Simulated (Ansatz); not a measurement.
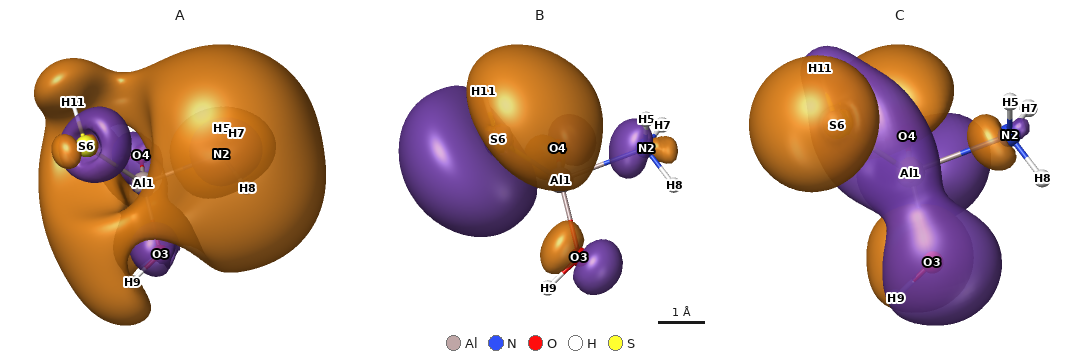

AlH$_{6}$NO$_{2}$S. Three frontier orbitals at ±0.05 Å⁻³ᐟ² (orange and purple are the two phases), in no order.

Method: Ansatz 0.2.0, RKS PBE/def2-SVP.

The calculation's input:

```
crystal:
  periodic: [false, false, false]
  atoms:
    - { symbol: Al, position_ang: [-0.79542, -0.051905, -0.458233] }
    - { symbol: "N", position_ang: [0.24451, 1.504346, -0.342114] }
    - { symbol: O, position_ang: [-0.921635, -1.059362, -1.83974] }
    - { symbol: O, position_ang: [-1.722399, -0.383047, 0.948507] }
    - { symbol: H, position_ang: [1.787319, 0.140973, 0.720484] }
    - { symbol: S, position_ang: [2.160285, -1.072951, 1.22928] }
    - { symbol: H, position_ang: [0.007828, 2.20668, 0.365005] }
    - { symbol: H, position_ang: [0.661494, 1.960331, -1.157243] }
    - { symbol: H, position_ang: [-0.322713, -1.023944, -2.599806] }
    - { symbol: H, position_ang: [-2.239917, -1.201286, 1.002552] }
    - { symbol: H, position_ang: [1.140748, -1.019934, 2.131409] }
basis:
  gaussian: { orbitals: def2-SVP }
hamiltonian:
  xc: pbe
relax:
  f_tol: 0.03
  max_steps: 50
output:
  orbitals: {}
```

Command:

```sh
ansatz run input.yaml --threads 2 --pin off --max-ram 3072MiB --backend cpu --events-out ev --progress --plain --runs-dir out
```

The fields are those of the relaxed geometry.

> Order the three orbitals by energy and name them.

C is the HOMO−1 (−5.87 eV). It lies mainly on O4 (about 55 %), O3 (about 20 %) and S6 (about 15 %); largely a combination of lone pairs on O4, O3 and S6. B is the HOMO (−5.23 eV). By Hirshfeld shares it lies mainly on S6 (about 85 %); largely a lone pair of S6. A is the LUMO (−0.39 eV). Its weight (Hirshfeld) is mainly on Al1 (about 20 %), N2 (about 15 %), H5 (about 15 %), H7 (about 15 %), H8 (about 15 %) and S6 (about 5 %).

> What is the HOMO–LUMO gap?

4.84 eV between the orbital energies.
